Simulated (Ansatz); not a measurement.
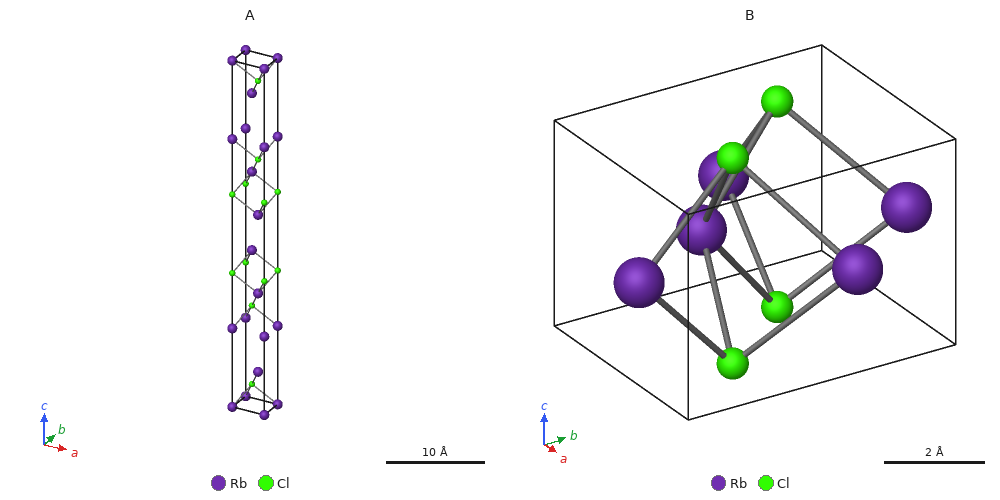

Two structures of Rb3Cl2, each relaxed to rest (conventional cells in solid outline, small ones repeated, not to one scale). Method: DFT PBE, scalar-relativistic, plane waves, PAW in Ansatz, without spin polarisation.

### State the structure in each panel.

A: 15 atoms a cell on a rhombohedral (trigonal R) lattice, R-3m. B: 5 atoms a cell on a primitive hexagonal lattice, P-62m.

### Which of the two does the method prefer?

A is lower, by 56 meV/atom at this level of theory (energies at zero smearing). Volumes: A 47.7, B 49.6 Å³/atom.

One or both may be structure types tried for this composition rather than known phases.
